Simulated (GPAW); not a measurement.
**Work function of Li/Au(110) at several levels**

How far do functional and basis move the work function of Li/Au(110)?

Calculated with GPAW 26.7.0; GPAW, PAW setups; slab in vacuum, relaxation, in the first sound run; inputs show where later runs differ.

**1. The structure**

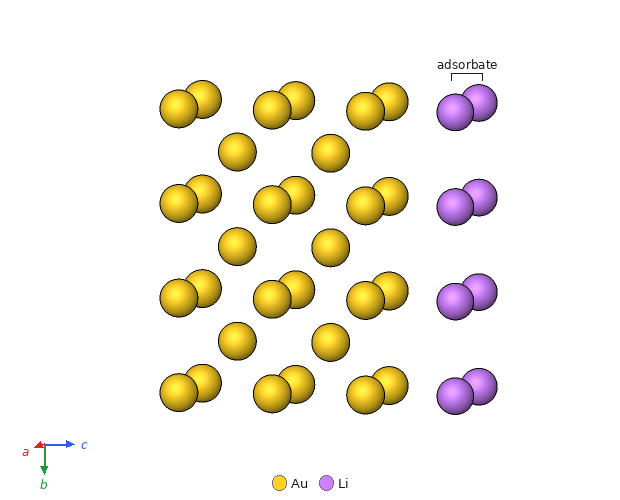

The cell as given, from the side, with the c axis across the page (gold yellow, lithium purple). 1×3×1 cells are drawn. Some periodic images of atoms are drawn too.

The cell holds 6 atoms: 5 Au and 1 Li. Its edges and angles: a = 4.080 Å, b = 2.885 Å, c = 26.542 Å, α = 90.0°, β = 90.0°, γ = 90.0°. Vacuum lies along c.

Structure file:

```
Au Li
1.0
     4.08000    0.00000    0.00000
     0.00000    2.88500    0.00000
     0.00000    0.00000   26.54199
Au Li
5 1
Cartesian
  0.0000 0.0000 9.0000
  2.0400 1.4425 10.4425
  0.0000 0.0000 11.8850
  2.0400 1.4425 13.3275
  0.0000 0.0000 14.7700
  0.0000 0.0000 17.5420
```

**2. Relaxation**

The atoms are relaxed first, since the surface dipole, and with it the work function, follows the positions of the outer layers. The lowest 3 atoms are held at bulk positions and keep their forces.

File run.py:

```python
import json
import numpy as np
from ase import Atoms
from ase.constraints import FixAtoms
from ase.optimize import BFGS
from gpaw import GPAW, PW

slab = Atoms(
    ['Au', 'Au', 'Au', 'Au', 'Au', 'Li'],
    positions=[
        [0.00000, 0.00000, 9.00000],
        [2.04000, 1.44250, 10.44250],
        [0.00000, 0.00000, 11.88500],
        [2.04000, 1.44250, 13.32749],
        [0.00000, 0.00000, 14.76999],
        [0.00000, 0.00000, 17.54199]],
    cell=[[4.08, 0.0, 0.0], [0.0, 2.885, 0.0], [0.0, 0.0, 26.54199]],
    pbc=[True, True, False])

slab.calc = GPAW(mode=PW(400), xc='PBE', kpts={'size': (8, 11, 1), 'gamma': True},
                 occupations={'name': 'fermi-dirac', 'width': 0.1}, nbands='300%',
                 convergence={'density': 1e-05}, maxiter=200,
                 poissonsolver={'dipolelayer': 'xy'},
                 symmetry={'tolerance': 1e-3, 'extra_ids': [1, 1, 1, 0, 0, 0]}, txt='slab.txt')
result = {}
slab.set_constraint(FixAtoms([0, 1, 2]))
path = []
opt = BFGS(slab, maxstep=0.2)
opt.attach(lambda: path.append((slab.get_potential_energy(), slab.positions.tolist(), slab.get_forces().tolist())))
result['relaxed'] = bool(opt.run(fmax=0.03, steps=40))
result['path'] = path
energy = slab.get_potential_energy()
fermi = slab.calc.get_fermi_level()
v = slab.calc.get_electrostatic_potential().mean((0, 1)) - fermi
n = slab.calc.get_pseudo_density().mean((0, 1))
L = slab.cell[2, 2]
z = np.arange(len(v)) * L / len(v)
low, high = slab.positions[:, 2].min(), slab.positions[:, 2].max()
below, above = np.interp([low - 6.8, high + 6.8], z, v)
slopes = [np.interp(x, z, np.gradient(v, z)) for x in (low - 6.8, high + 6.8)]
eps = np.array([[slab.calc.get_eigenvalues(k, s) for k in range(len(slab.calc.get_ibz_k_points()))]
                for s in range(slab.calc.get_number_of_spins())]) - fermi
top, bottom = eps[eps < 0].max(), eps[eps > 0].min()
dipole = slab.get_dipole_moment()[2]
print(f'energy {energy:.4f} eV, Fermi level {fermi:.4f} eV, dipole {dipole:.5f} e A')
print(f'potential 6.8 A off the faces, from the Fermi level: lower {below:.4f} eV, upper {above:.4f} eV')
print(f'slope of the potential there: lower {slopes[0]:.5f}, upper {slopes[1]:.5f} eV/A')
print(f'nearest levels on the mesh: {top:.4f} and {bottom:.4f} eV')
print('magnetic moment', round(slab.get_magnetic_moment(), 3))
result.update(energy=energy, fermi=fermi, dipole=dipole, below=below, above=above, slopes=slopes, edges=[top, bottom],
              z=z.tolist(), v=v.tolist(), n=n.tolist(), positions=slab.positions.tolist(),
              forces=slab.get_forces(apply_constraint=False).tolist(), moments=slab.get_magnetic_moments().tolist())
json.dump(result, open('result.json', 'w'))
```

On the command line:

```console
$ OMP_NUM_THREADS=1 OPENBLAS_NUM_THREADS=1 python run.py
```

Output:

```text
Step          Energy          fmax
BFGS:    0      -16.082050        0.864123
BFGS:    1      -16.100250        0.813142
BFGS:    2      -16.253511        0.143188
BFGS:    3      -16.254097        0.128318
BFGS:    4      -16.254831        0.107879
BFGS:    5      -16.256740        0.068881
BFGS:    6      -16.257005        0.051642
BFGS:    7      -16.257081        0.038323
BFGS:    8      -16.257140        0.030853
BFGS:    9      -16.257354        0.035584
BFGS:   10      -16.257655        0.042835
BFGS:   11      -16.257980        0.031823
BFGS:   12      -16.258106        0.009708
energy -16.2210 eV, Fermi level 0.0183 eV, dipole 0.10526 e A
potential 6.8 A off the faces, from the Fermi level: lower 4.9025 eV, upper 3.2770 eV
slope of the potential there: lower 0.00000, upper 0.00006 eV/A
nearest levels on the mesh: -0.0414 and 0.0772 eV
magnetic moment 0.0
```

The job ended after 65 min (1 thread of Arm Neoverse V1, shared host; peak memory 0.47 GiB).

The steps of the relaxation:

```
step  energy less that of the first step (eV)  largest force (eV/Å)
   1                                   0.0000                0.8641
   2                                  -0.0184                0.8131
   3                                  -0.1737                0.1432
   4                                  -0.1742                0.1283
   5                                  -0.1748                0.1079
   6                                  -0.1764                0.0689
   7                                  -0.1766                0.0516
   8                                  -0.1767                0.0383
   9                                  -0.1767                0.0309
  10                                  -0.1770                0.0356
  11                                  -0.1774                0.0428
  12                                  -0.1777                0.0318
  13                                  -0.1779                0.0097
```

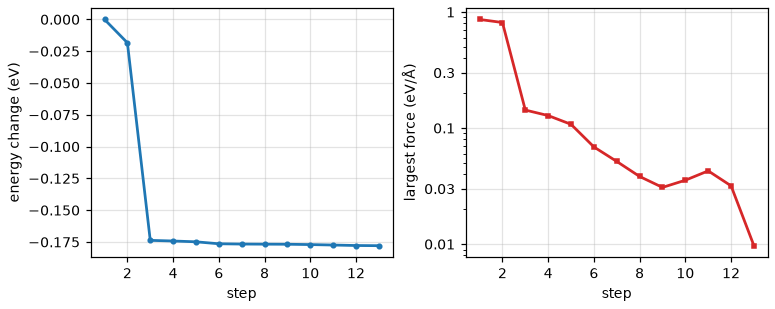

Energy and largest force along the relaxation.

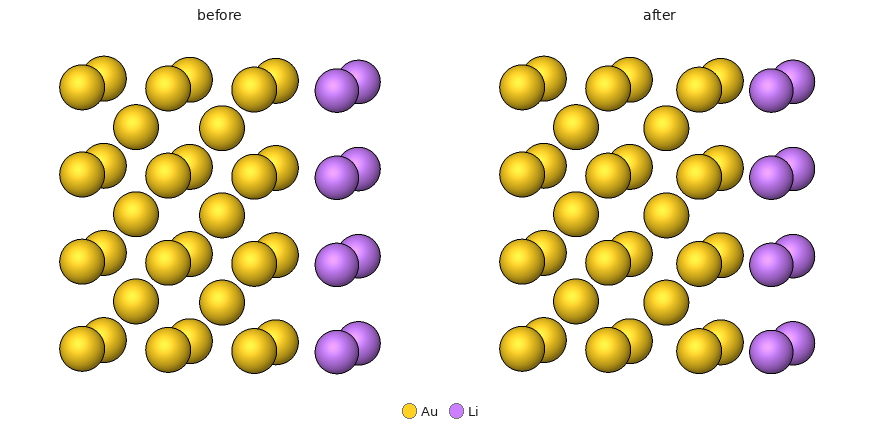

The structure before and after the relaxation, drawn at the same scale.

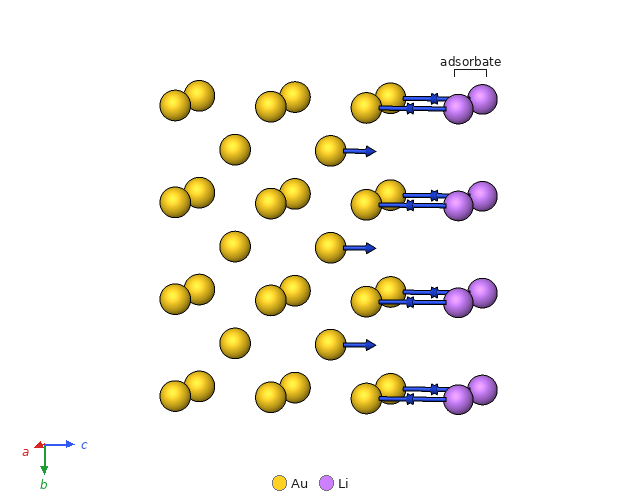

Displacements in the relaxation, exaggerated; the longest in the cell stands for 0.19 Å. 1×3×1 cells are drawn. Some periodic images of atoms are drawn too.

The atoms that moved most (Å):

```
atom     dx     dy      dz  length
 Li6  0.000  0.000  -0.185   0.185
 Au5  0.000  0.000   0.166   0.166
 Au4  0.000  0.000   0.144   0.144
```

Final coordinates:

```xyz
6
Lattice="4.0800 0.0000 0.0000 0.0000 2.8850 0.0000 0.0000 0.0000 26.5420" Properties=species:S:1:pos:R:3
Au    0.0000    0.0000    9.0000
Au    2.0400    1.4425   10.4425
Au    0.0000    0.0000   11.8850
Au    2.0400    1.4425   13.4715
Au    0.0000    0.0000   14.9363
Li    0.0000    0.0000   17.3566
```

This step gave:

```
dipole along the normal                    : 0.1053 e·Å
levels nearest the Fermi level on the mesh : -0.04143, 0.07720 eV from the Fermi level
upper work function                        : 3.277 eV
lower work function                        : 4.902 eV
```

The electrostatic potential energy of an electron (without an applied field's), less the Fermi level, planar mean oscillates, so the rows of the table below give means over windows of 2 Å about each position, cut where the curve ends. Its maxima inside the range that stand out by 2 % of the span (Å: eV): 3.5: 4.90, 9.8: -6.01, 11.1: -6.27, 12.6: -4.24, 14.2: -5.74, 16.2: 2.88. Its minima: 9.0: -12.7, 10.4: -13.4, 11.9: -13.4, 13.5: -13.3, 14.9: -12.7, 17.4: -2.07.

Table of electrostatic potential energy of an electron (without an applied field's), less the Fermi level, planar mean by z; means over each step:

```
z (Å)  electrostatic potential energy of an electron (without an applied field's), less the Fermi level, planar mean (eV)
    0                                                                                                                4.75
    2                                                                                                                4.90
    4                                                                                                                4.90
    6                                                                                                                4.88
    8                                                                                                              -0.467
   10                                                                                                               -9.85
   12                                                                                                               -8.35
   14                                                                                                               -9.81
   16                                                                                                               -1.12
   18                                                                                                              0.0939
   20                                                                                                                3.06
   22                                                                                                                3.27
   24                                                                                                                3.28
   26                                                                                                                3.33
```

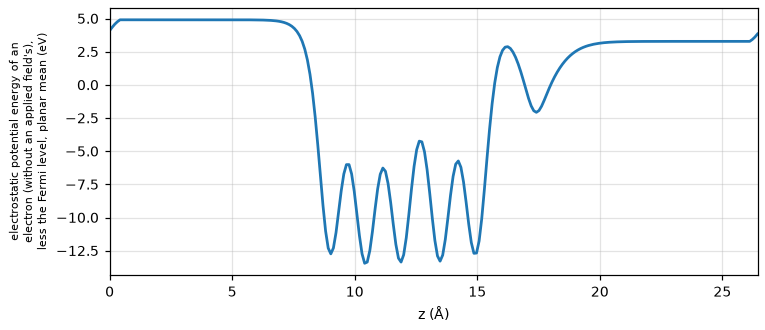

Electrostatic potential energy of an electron (without an applied field's), less the Fermi level, planar mean, plotted against z.

The pseudo valence density, planar mean oscillates, so the rows of the table below give means over windows of 1.49 Å about each position, cut where the curve ends. Its maxima inside the range that stand out by 2 % of the span (Å: e/Å³): 8.9: 0.791, 10.4: 0.845, 11.9: 0.839, 13.4: 0.811, 14.9: 0.808. Its minima: 9.8: 0.491, 11.3: 0.493, 12.7: 0.421, 14.2: 0.474.

Table of pseudo valence density, planar mean by z; means over each step:

```
z (Å)  pseudo valence density, planar mean (e/Å³)
 3.72                                      1.6e-6
 5.21                                      8.8e-5
 6.70                                     0.00549
 8.19                                       0.283
 9.68                                       0.646
11.17                                       0.649
12.66                                       0.580
14.15                                       0.632
15.64                                       0.349
17.13                                      0.0312
18.62                                      0.0146
20.11                                     0.00249
21.60                                      1.9e-4
23.09                                      1.1e-5
```

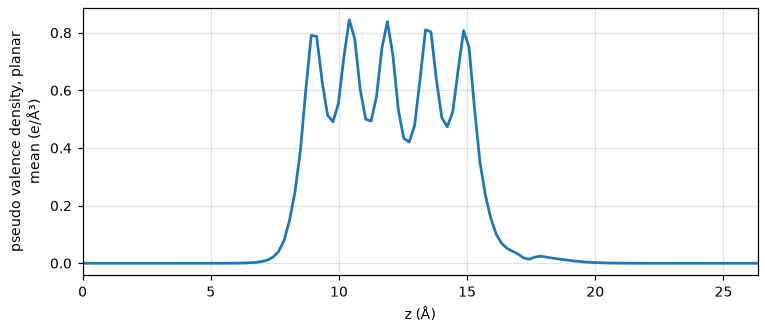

Pseudo valence density, planar mean, plotted against z.

The relaxation lowered the energy of the cell by 0.178 eV (energies extrapolated to zero smearing; the optimiser's log prints free energies). The largest force left on a free atom is 0.0097 eV/Å.

**3. The slab's potential**

With the geometry fixed, the planar mean of the potential gives the vacuum level on each side.

This step: GPAW, PAW setups; slab in vacuum (GPAW 26.7.0).

Edit run.py of step 2 so:

```diff
@@ -3,4 +3,2 @@
 from ase import Atoms
-from ase.constraints import FixAtoms
-from ase.optimize import BFGS
 from gpaw import GPAW, PW
@@ -13,5 +11,5 @@
         [0.00000, 0.00000, 11.88500],
-        [2.04000, 1.44250, 13.32749],
-        [0.00000, 0.00000, 14.76999],
-        [0.00000, 0.00000, 17.54199]],
+        [2.04000, 1.44250, 13.47148],
+        [0.00000, 0.00000, 14.93632],
+        [0.00000, 0.00000, 17.35656]],
     cell=[[4.08, 0.0, 0.0], [0.0, 2.885, 0.0], [0.0, 0.0, 26.54199]],
@@ -23,10 +21,4 @@
                  poissonsolver={'dipolelayer': 'xy'},
-                 symmetry={'tolerance': 1e-3, 'extra_ids': [1, 1, 1, 0, 0, 0]}, txt='slab.txt')
+                 symmetry={'tolerance': 1e-3}, txt='slab.txt')
 result = {}
-slab.set_constraint(FixAtoms([0, 1, 2]))
-path = []
-opt = BFGS(slab, maxstep=0.2)
-opt.attach(lambda: path.append((slab.get_potential_energy(), slab.positions.tolist(), slab.get_forces().tolist())))
-result['relaxed'] = bool(opt.run(fmax=0.03, steps=40))
-result['path'] = path
 energy = slab.get_potential_energy()
```

Output:

```text
energy -16.2210 eV, Fermi level 0.0183 eV, dipole 0.10540 e A
potential 6.8 A off the faces, from the Fermi level: lower 4.9026 eV, upper 3.2770 eV
slope of the potential there: lower -0.00002, upper 0.00007 eV/A
nearest levels on the mesh: -0.0414 and 0.0772 eV
magnetic moment 0.0
```

Run time: 8.4 min. Hardware: 1 thread; peak memory 0.46 GiB.

This step gave:

```
dipole along the normal : 0.1054 e·Å
lower work function     : 4.903 eV
```

The electrostatic potential energy of an electron (without an applied field's), less the Fermi level, planar mean oscillates, so the rows of the table below give means over windows of 2 Å about each position, cut where the curve ends. Its maxima inside the range that stand out by 2 % of the span (Å: eV): 3.1: 4.90, 9.8: -6.01, 11.1: -6.27, 12.6: -4.24, 14.2: -5.74, 16.2: 2.88. Its minima: 9.0: -12.7, 10.4: -13.4, 11.9: -13.4, 13.5: -13.3, 14.9: -12.7, 17.4: -2.07.

Table of electrostatic potential energy of an electron (without an applied field's), less the Fermi level, planar mean by z; means over each step:

(Unchanged from step 2.)

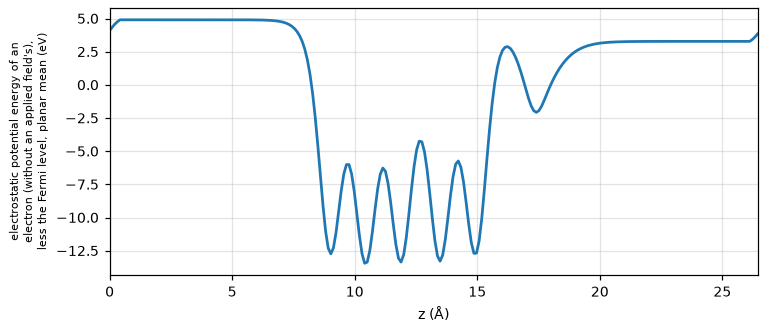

Electrostatic potential energy of an electron (without an applied field's), less the Fermi level, planar mean against z.

The pseudo valence density, planar mean oscillates, so the rows of the table below give means over windows of 1.49 Å about each position, cut where the curve ends. Its maxima inside the range that stand out by 2 % of the span (Å: e/Å³): 8.9: 0.791, 10.4: 0.845, 11.9: 0.839, 13.4: 0.811, 14.9: 0.808. Its minima: 9.8: 0.491, 11.3: 0.493, 12.7: 0.421, 14.2: 0.474.

Table of pseudo valence density, planar mean by z; means over each step:

```
z (Å)  pseudo valence density, planar mean (e/Å³)
 3.72                                      1.7e-6
 5.21                                      8.8e-5
 6.70                                     0.00549
 8.19                                       0.283
 9.68                                       0.646
11.17                                       0.649
12.66                                       0.580
14.15                                       0.632
15.64                                       0.349
17.13                                      0.0312
18.62                                      0.0146
20.11                                     0.00249
21.60                                      1.9e-4
23.09                                      1.1e-5
```

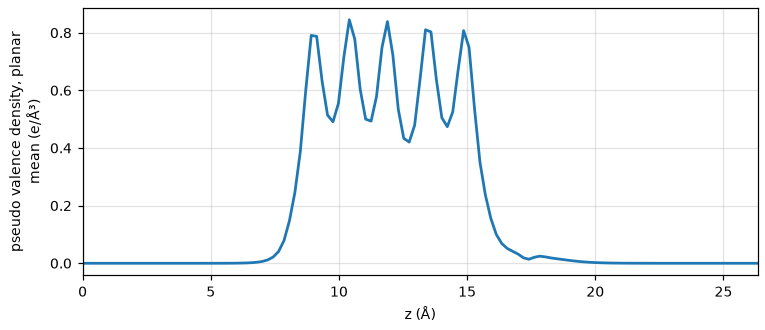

Pseudo valence density, planar mean, plotted against z.

Force by atom:

```
atom  x (eV/Å)  y (eV/Å)  z (eV/Å)   size
 Au1     0.000     0.000    -0.116  0.116
 Au2     0.000     0.000    -0.434  0.434
 Au3     0.000     0.000     0.552  0.552
 Au4     0.000     0.000    -0.002  0.002
 Au5     0.000     0.000    -0.010  0.010
 Li6     0.000     0.000     0.010  0.010
```

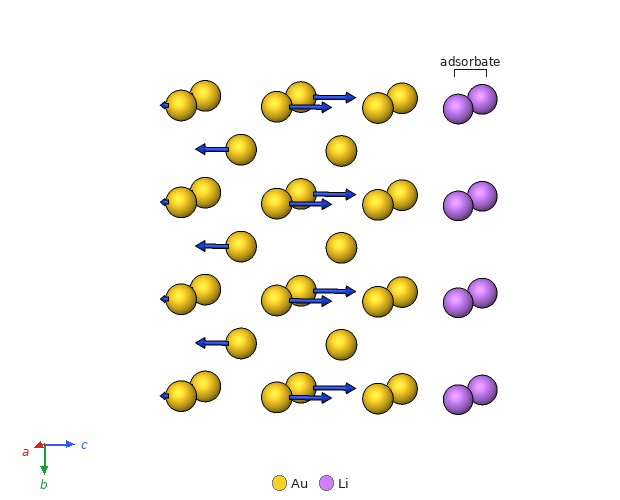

Force as arrows, the longest 0.552 eV/Å. 1×3×1 cells are drawn. Some periodic images of atoms are drawn too.

The potential is flat to 7.3e-5 eV/Å where it is read, so the vacuum is wide enough.

**4. Self-consistent run: xc = "vdW-DF2"**

The same geometry under vdW-DF2, to see how far the functional moves the levels against the vacuum (the van der Waals functionals take revPBE setups).

Edit run.py of step 3 so:

```diff
@@ -17,3 +17,3 @@
 
-slab.calc = GPAW(mode=PW(400), xc='PBE', kpts={'size': (8, 11, 1), 'gamma': True},
+slab.calc = GPAW(mode=PW(400), xc='vdW-DF2', kpts={'size': (8, 11, 1), 'gamma': True},
                  occupations={'name': 'fermi-dirac', 'width': 0.1}, nbands='300%',
```

Output:

```text
energy -821.0687 eV, Fermi level -0.0639 eV, dipole 0.12151 e A
potential 6.8 A off the faces, from the Fermi level: lower 5.2975 eV, upper 3.4236 eV
slope of the potential there: lower -0.00001, upper 0.00054 eV/A
nearest levels on the mesh: -0.0122 and 0.0421 eV
magnetic moment 0.0
```

The job ended after 14 min (1 thread; peak memory 0.64 GiB).

This step gave:

- dipole along the normal: 0.1215 e·Å
- levels nearest the Fermi level on the mesh: -0.01215, 0.04213 eV from the Fermi level
- upper work function: 3.424 eV
- lower work function: 5.297 eV

The electrostatic potential energy of an electron (without an applied field's), less the Fermi level, planar mean oscillates, so the rows of the table below give means over windows of 2 Å about each position, cut where the curve ends. Its maxima inside the range that stand out by 2 % of the span (Å: eV): 2.9: 5.30, 9.7: -6.29, 11.1: -6.59, 12.6: -4.57, 14.2: -6.02, 16.2: 2.80. Its minima: 9.0: -12.9, 10.4: -13.8, 11.9: -13.7, 13.5: -13.6, 14.9: -12.9, 17.4: -2.04.

Electrostatic potential energy of an electron (without an applied field's), less the Fermi level, planar mean against z; means over each step:

```
z (Å)  electrostatic potential energy of an electron (without an applied field's), less the Fermi level, planar mean (eV)
    0                                                                                                                5.12
    2                                                                                                                5.30
    4                                                                                                                5.30
    6                                                                                                                5.26
    8                                                                                                              -0.341
   10                                                                                                               -10.1
   12                                                                                                               -8.67
   14                                                                                                               -10.1
   16                                                                                                               -1.22
   18                                                                                                               0.165
   20                                                                                                                3.17
   22                                                                                                                3.41
   24                                                                                                                3.42
   26                                                                                                                3.49
```

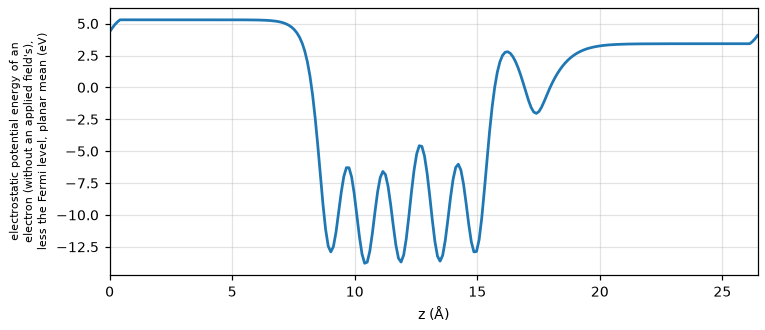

Electrostatic potential energy of an electron (without an applied field's), less the Fermi level, planar mean against z.

The pseudo valence density, planar mean oscillates, so the rows of the table below give means over windows of 1.49 Å about each position, cut where the curve ends. Its maxima inside the range that stand out by 2 % of the span (Å: e/Å³): 8.9: 0.791, 10.4: 0.845, 11.9: 0.839, 13.4: 0.810, 14.9: 0.808. Its minima: 9.8: 0.491, 11.3: 0.494, 12.7: 0.421, 14.2: 0.474.

The pseudo valence density, planar mean by z; means over each step:

```
z (Å)  pseudo valence density, planar mean (e/Å³)
 3.72                                      3.8e-6
 5.21                                      1.2e-4
 6.70                                     0.00619
 8.19                                       0.283
 9.68                                       0.645
11.17                                       0.649
12.66                                       0.580
14.15                                       0.631
15.64                                       0.349
17.13                                      0.0311
18.62                                      0.0148
20.11                                     0.00248
21.60                                      2.4e-4
23.09                                      1.9e-5
```

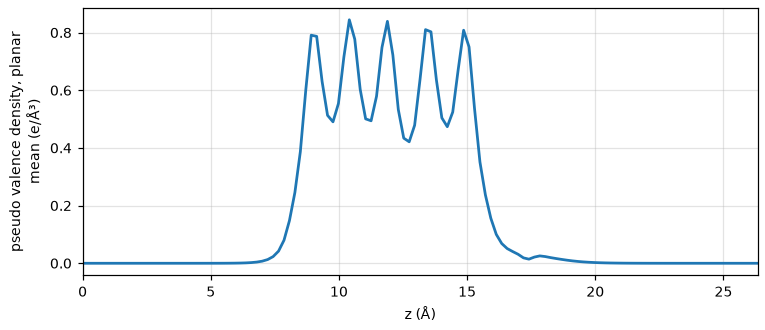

Pseudo valence density, planar mean, plotted against z.

Force by atom:

```
atom  x (eV/Å)  y (eV/Å)  z (eV/Å)  size
 Au1      0.00      0.00     -1.36  1.36
 Au2      0.00      0.00     -0.69  0.69
 Au3      0.00      0.00      0.72  0.72
 Au4      0.00      0.00      0.20  0.20
 Au5      0.00      0.00      1.11  1.11
 Li6      0.00      0.00      0.03  0.03
```

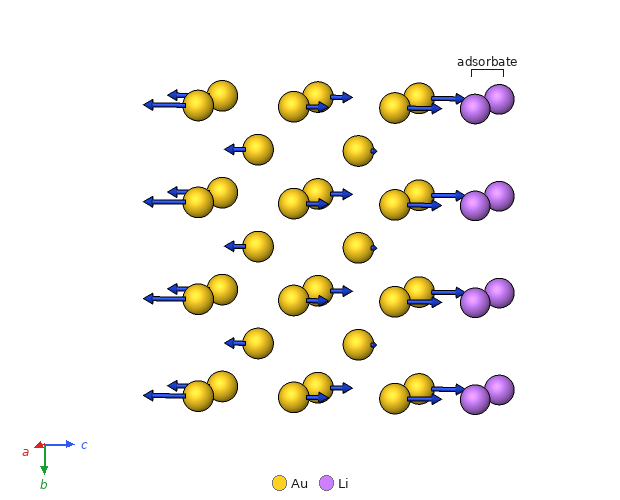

Force as arrows, the longest 1.36 eV/Å. 1×3×1 cells are drawn. Some periodic images of atoms are drawn too.

The upper face's work function is 3.424 eV, against 3.277 eV in the first plane-wave PBE run at this geometry.

(Continued in part 2 of 3.)

[Logs are printed without paths, hosts, clocks, repeated set-up lines and the standing remarks that a program may print on its own settings, such as how far it seeks lower states.]

[Hosts, paths, dates, database ids (printed as entryN), source tags and the programs' standing remarks are cut or masked in the printed files.]
